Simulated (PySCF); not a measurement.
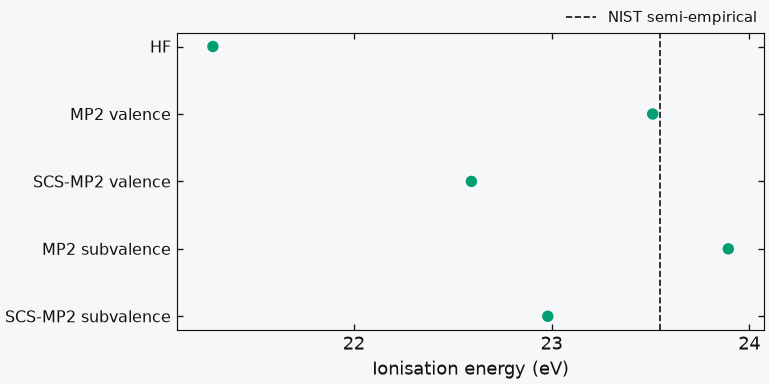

The ionisation energy of Sm²⁺ ([Xe] 4f⁶ → [Xe] 4f⁵) across levels of theory. PySCF, x2c-TZVPPall, spin-free X2C-1e, unrestricted single determinants, no spin-orbit coupling. Methods marked “valence” freeze 46 core electrons; methods marked “subvalence” freeze 28 core electrons.

Which methods come out highest, lowest and best?

Answer. The values run from 21.29 eV (HF) to 23.89 eV (MP2 subvalence). The NIST semi-empirical value is 23.55 ± 0.08 eV; nearest to it come MP2 valence (−0.04) and MP2 subvalence (+0.34), furthest HF (−2.26 eV). These values lack spin-orbit coupling; with the first-order correction of −0.20 eV added, MP2 subvalence comes nearest (+0.15).

```json
{"Method": "HF", "Ionisation energy (eV)": "21.29"}
{"Method": "MP2 valence", "Ionisation energy (eV)": "23.51"}
{"Method": "SCS-MP2 valence", "Ionisation energy (eV)": "22.59"}
{"Method": "MP2 subvalence", "Ionisation energy (eV)": "23.89"}
{"Method": "SCS-MP2 subvalence", "Ionisation energy (eV)": "22.98"}
```

Caveat: determinant is not a pure L term; determinant is not a pure L term.
